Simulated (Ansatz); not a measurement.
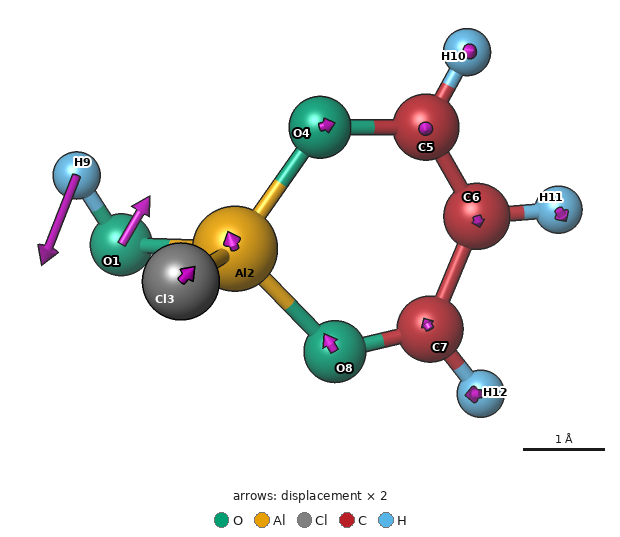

A relaxation of C3H4AlClO3 (coarse preliminary run). The starting structure is drawn; purple arrows show the displacements, 2 times their true length. The two geometries are superimposed by the best rigid fit.

A ball-and-stick model, seen at a tilt.

The start comes from a force field.

Level of theory: RKS PBE-D4/def2-SVP (Ansatz).

The input:
```yaml
crystal:
  periodic: [false, false, false]
  atoms:
    - {symbol: O, position_ang: [-1.701400, -0.635800, 2.163400]}
    - {symbol: Al, position_ang: [-0.233600, 0.109900, 1.402800]}
    - {symbol: Cl, position_ang: [0.968000, 1.161400, 2.897100]}
    - {symbol: O, position_ang: [-0.578000, 1.240800, 0.000500]}
    - {symbol: C, position_ang: [-0.226400, 0.938800, -1.316200]}
    - {symbol: C, position_ang: [0.501500, -0.116900, -1.638100]}
    - {symbol: C, position_ang: [1.000000, -1.185200, -0.693000]}
    - {symbol: O, position_ang: [0.782700, -1.184700, 0.543800]}
    - {symbol: H, position_ang: [-2.266400, 0.216200, 2.485800]}
    - {symbol: H, position_ang: [-0.505500, 1.641600, -2.056900]}
    - {symbol: H, position_ang: [0.763100, -0.250400, -2.657300]}
    - {symbol: H, position_ang: [1.573000, -1.990800, -1.098100]}
basis:
  gaussian: {orbitals: def2-SVP}
hamiltonian: {xc: pbe, dispersion: d4}
relax: {f_tol: 0.03, max_steps: 200}
```

Run as
```bash
ansatz run in.yaml --threads 4 --pin off --events-out ev --progress --plain --max-ram 11315MiB
```

Atoms of which element are displaced furthest, and by how much?

Hydrogen: up to 0.62 Å, against 0.36 Å for oxygen.

What did the optimiser do to the structure, and how much energy did it gain?

The energy falls by 106.6 kJ/mol in 12 accepted moves (14 points after the start). Largest force component: 5.8 eV/Å at the start, 0.0035 eV/Å at the end. The line search rejected the trial steps at points 6, 8 of the run. H9 moves most after the best rigid fit: 0.62 Å. By element the largest moves are H 0.62 Å, O 0.36 Å, Al 0.14 Å, Cl 0.14 Å, C 0.09 Å. Among the contacts that change: O4–C5 1.396 → 1.283 Å, C6–C7 1.511 → 1.405 Å, O1–H9 1.072 → 0.968 Å, O1–Al2 1.814 → 1.714 Å. Among the angles between lasting bonds that change: Al2–O1–H9 103.1° → 122.9°, O1–Al2–Cl3 110.8° → 121.9°, O1–Al2–O4 115.0° → 108.7°. Groups turn about O1–Al2 by about 65°. The run took 32 s on 4 threads of Arm Neoverse V2 (shared host).
